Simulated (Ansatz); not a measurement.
**[SiH3O4]− (SMILES [O-][Si](O)(O)O): wB97M-V/6-31G(d) (spherical functions)**

What is the energy change on altering one bond length of [SiH3O4]− at wB97M-V/6-31G* (spherical functions)? 

The results are computed with Ansatz 0.2.0.

13 further runs of the same task are left out: 10 that didn't finish, 3 set aside as unsound or not needed. Runs told in other sessions of the task aren't counted.

## 1. The system as given

The species is [SiH3O4]− (8 atoms), meant as a singlet with charge -1. SMILES: `[O-][Si](O)(O)O`. The shape is that of a PBE0-D4/def2-TZVPD optimisation. This is one conformer, not always the lowest.

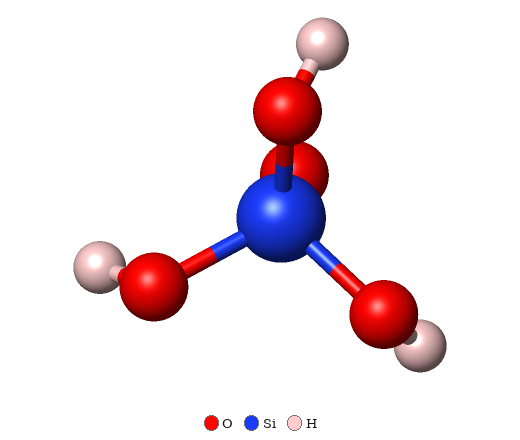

Viewed from a chosen angle; oxygen red, silicon blue, hydrogen pink.

## 2. A single-point energy at wB97M-V/6-31G(d) (spherical functions)

molecule.yaml

```yaml
basis:
  gaussian:
    orbitals: 6-31G_st_-spherical.json
crystal:
  periodic: [false, false, false]
  atoms:
    - {symbol: O, position_ang: [-1.413500, 0.197800, 0.825000]}
    - {symbol: Si, position_ang: [-0.078000, 0.010900, 0.045600]}
    - {symbol: O, position_ang: [1.319300, 0.127500, 0.978800]}
    - {symbol: O, position_ang: [0.191900, 1.122100, -1.191000]}
    - {symbol: O, position_ang: [0.099000, -1.475100, -0.727300]}
    - {symbol: H, position_ang: [1.074100, 0.563800, 1.796600]}
    - {symbol: H, position_ang: [-0.653700, 1.525800, -1.393900]}
    - {symbol: H, position_ang: [-0.539100, -2.072800, -0.333900]}
total_charge: -1
hamiltonian:
  xc: {name: wB97M-V}
accuracy: high
output: {orbitals: {seedname: orbitals}}
```

The basis set 6-31G* is read from a file made from the Basis Set Exchange's data (not shown).

On the command line:

```
$ ansatz run molecule.yaml --threads 1 --pin off --max-ram 2610MiB --events-out events.jsonl --progress --plain --runs-dir runs
```

The program printed:

```text
Warning: RAYON_NUM_THREADS=1 ignored (pool sized by the plan → 1); use --threads N
Functional definition: wB97M-V
  name "wB97M-V"
  parameter omega = 0.3/bohr
  parameter cx = 0.15
  parameter cx01 = 1.007
  parameter cx10 = 0.259
  parameter css00 = 0.443
  parameter css04 = -1.437
  parameter css10 = -4.535
  parameter css20 = -3.390
  parameter css43 = 4.278
  parameter cos00 = 1.000
  parameter cos10 = 1.358
  parameter cos20 = 2.924
  parameter cos21 = -8.812
  parameter cos60 = -1.390
  parameter cos61 = 9.142
  parameter b = 6.0
  parameter c = 0.01
  gx(w, u) = 1 - cx + cx01*u + cx10*w
  gss(w, u) = css00 + css04*u^4 + css10*w + css20*w^2 + css43*w^4*u^3
  gos(w, u) = cos00 + cos10*w + (cos20 + cos21*u)*w^2 + (cos60 + cos61*u)*w^6
  exchange = spin_sum(e_x_unif_sr(omega)*gx(b97_w, b97_u_x)) + cx*exact_x_sr(omega) + exact_x_lr(omega)
  correlation = spin_sum(e_c_pw_mod_same_spin*gss(b97_w, b97_u_same))
      + integral(e_c_pw_mod_opposite_spin*gos(b97_w_opposite, b97_u_opposite)) + vv10(b, c)
1756 factors; integrals over basis functions are off by at most 3.6e-9 eV
341 factors; integrals over basis functions are off by at most 1.9e-9 eV
mean field evaluation 1: about -16110.4472 eV, gradient 5.6e1 eV
mean field evaluation 2: about -16110.0103 eV, gradient 6.1e1 eV
mean field evaluation 4: about -16116.2294 eV, gradient 2.6e0 eV
mean field evaluation 8: about -16116.4035 eV, gradient 9.5e-2 eV
mean field evaluation 16: about -16116.4035 eV, gradient 4.8e-5 eV
mean field -16116.40354095 eV, -592.2669060392 hartree, gradient 3.4e-8 eV, S^2 0.000000; 0 other end points of the search recorded, 0 dependent functions left out
reference -16116.40354542 eV, -592.2669062037 hartree; 25, 25 occupied and 55, 55 virtual orbitals, 1756 factors
Total energy: -16116.40354542 eV, -592.2669062037 hartree
```

Wall time 68 s (1 thread of Arm Neoverse V2, shared host); peak memory 0.53 GiB.

## 3. The distorted shape

job.yaml

```yaml
basis:
  gaussian: {orbitals: 6-31G_st_-spherical.json}
crystal:
  periodic: [false, false, false]
  atoms:
    - {symbol: O, position_ang: [-1.623130, 0.180307, 0.684997]}
    - {symbol: Si, position_ang: [-0.287630, -0.006593, -0.094403]}
    - {symbol: O, position_ang: [1.319300, 0.127500, 0.978800]}
    - {symbol: O, position_ang: [-0.017730, 1.104607, -1.331003]}
    - {symbol: O, position_ang: [-0.110630, -1.492593, -0.867303]}
    - {symbol: H, position_ang: [1.074100, 0.563800, 1.796600]}
    - {symbol: H, position_ang: [-0.863330, 1.508307, -1.533903]}
    - {symbol: H, position_ang: [-0.748730, -2.090293, -0.473903]}
total_charge: -1
hamiltonian: {xc: {name: wB97M-V}}
accuracy: high
output: {orbitals: {seedname: orbitals}}
```

The basis set 6-31G* is read from a file made from the Basis Set Exchange's data (not shown).

On the command line:

```
$ ansatz run job.yaml --threads 1 --pin off --max-ram 2610MiB --events-out events.jsonl --progress --plain --runs-dir runs
```

The program printed:

```text
Warning: RAYON_NUM_THREADS=1 ignored (pool sized by the plan → 1); use --threads N
Functional definition: wB97M-V
  name "wB97M-V"
  parameter omega = 0.3/bohr
  parameter cx = 0.15
  parameter cx01 = 1.007
  parameter cx10 = 0.259
  parameter css00 = 0.443
  parameter css04 = -1.437
  parameter css10 = -4.535
  parameter css20 = -3.390
  parameter css43 = 4.278
  parameter cos00 = 1.000
  parameter cos10 = 1.358
  parameter cos20 = 2.924
  parameter cos21 = -8.812
  parameter cos60 = -1.390
  parameter cos61 = 9.142
  parameter b = 6.0
  parameter c = 0.01
  gx(w, u) = 1 - cx + cx01*u + cx10*w
  gss(w, u) = css00 + css04*u^4 + css10*w + css20*w^2 + css43*w^4*u^3
  gos(w, u) = cos00 + cos10*w + (cos20 + cos21*u)*w^2 + (cos60 + cos61*u)*w^6
  exchange = spin_sum(e_x_unif_sr(omega)*gx(b97_w, b97_u_x)) + cx*exact_x_sr(omega) + exact_x_lr(omega)
  correlation = spin_sum(e_c_pw_mod_same_spin*gss(b97_w, b97_u_same))
      + integral(e_c_pw_mod_opposite_spin*gos(b97_w_opposite, b97_u_opposite)) + vv10(b, c)
1747 factors; integrals over basis functions are off by at most 3.4e-9 eV
347 factors; integrals over basis functions are off by at most 1.7e-9 eV
mean field evaluation 1: about -16109.9021 eV, gradient 5.6e1 eV
mean field evaluation 2: about -16109.2157 eV, gradient 6.2e1 eV
mean field evaluation 4: about -16115.7368 eV, gradient 2.7e0 eV
mean field evaluation 8: about -16115.9066 eV, gradient 1.5e-1 eV
mean field evaluation 16: about -16115.9067 eV, gradient 2.0e-4 eV
mean field -16115.90666795 eV, -592.2486462934 hartree, gradient 3.9e-8 eV, S^2 0.000000; 0 other end points of the search recorded, 0 dependent functions left out
reference -16115.90667239 eV, -592.2486464565 hartree; 25, 25 occupied and 55, 55 virtual orbitals, 1747 factors
Total energy: -16115.90667239 eV, -592.2486464565 hartree
```

Wall time 72 s (1 thread of Arm Neoverse V2, shared host); peak memory 0.53 GiB.

## 4. Summary of results

Level: wB97M-V/6-31G* (spherical functions).

| quantity | value |
| --- | --- |
| first shape: total energy | -592.26691 Eh |
| first shape: HOMO energy | -3.44 eV |
| first shape: LUMO energy | 8.53 eV |
| first shape: HOMO–LUMO gap (to an unbound level, set by the basis) | 11.97 eV |
| distorted shape: total energy | -592.24865 Eh |
| distorted shape: HOMO energy | -3.74 eV |
| distorted shape: LUMO energy | 8.21 eV |
| distorted shape: HOMO–LUMO gap (to an unbound level, set by the basis) | 11.94 eV |
| energy change with the Si2–O3 bond stretched from 1.684 to 1.937 Å | 0.497 eV |

What this shows: With the Si2–O3 bond stretched from 1.684 to 1.937 Å the energy rises by 0.50 eV (11.5 kcal/mol). The first shape isn't relaxed at this level, so the change isn't measured from a minimum.
